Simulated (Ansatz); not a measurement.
# B₂ClFH₂: basis-set convergence

How large a basis does B₂ClFH₂ need? Two functionals are run in growing sets.

The runs use Ansatz 0.2.0, Gaussian basis; one geometry, several basis sets.

Plan: PBE0-D4/def2-SVP; ωB97M-V/def2-SVP; PBE0-D4/def2-QZVPP; ωB97M-V/def2-QZVPP; the functionals' def2-TZVPP values are taken from earlier runs.

## (1) The geometry

All runs share one geometry, relaxed beforehand with PBE0-D4 in a triple-zeta def2 set.

SMILES `FBBCl`, 6 atoms, charge 0, spin multiplicity 1.

Atoms are counted from 1 here; the program's logs count them from 0.

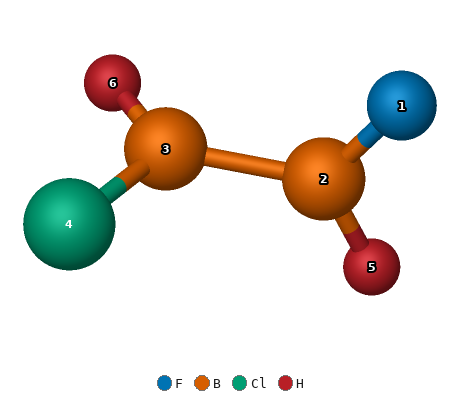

The structure; fluorine blue, boron orange, chlorine teal, hydrogen red; atoms are numbered from 1 in the order of the file.

## (2) PBE0-D4 in def2-SVP

File in.yaml:

```yaml
crystal:
  periodic: [false, false, false]
  atoms:
    - {symbol: F, position_ang: [1.399573, -1.313591, -0.267420]}
    - {symbol: B, position_ang: [0.803847, -0.134094, -0.366033]}
    - {symbol: B, position_ang: [-0.636644, 0.183762, 0.464239]}
    - {symbol: Cl, position_ang: [-2.143563, -0.114168, -0.364007]}
    - {symbol: H, position_ang: [1.341894, 0.675003, -1.078787]}
    - {symbol: H, position_ang: [-0.723006, 0.638988, 1.565808]}
basis:
  gaussian: {orbitals: def2-SVP}
hamiltonian: {xc: pbe0, dispersion: d4}
output: {orbitals: {seedname: orbitals}}
```

The run is started by

```sh
ansatz run in.yaml --threads 2 --pin off --events-out ev --progress --plain --max-ram 4352MiB
```

Further steps of the session: ωB97M-V in def2-SVP; PBE0-D4 in def2-QZVPP; ωB97M-V in def2-QZVPP.

**Question.** What will the summary of the whole plan be? Wanted: PBE0-D4: double and triple zeta above quadruple; ωB97M-V: double and triple zeta above quadruple.

The runs gave:

| quantity | value |
| --- | --- |
| PBE0-D4: double and triple zeta above quadruple | 9.71, 0.59 eV |
| ωB97M-V: double and triple zeta above quadruple | 9.77, 0.56 eV |

For PBE0-D4 the step from double to triple zeta gains 9.11 eV and the next only 0.59 eV. Total energies overstate the basis error of differences, where much of it tends to cancel.
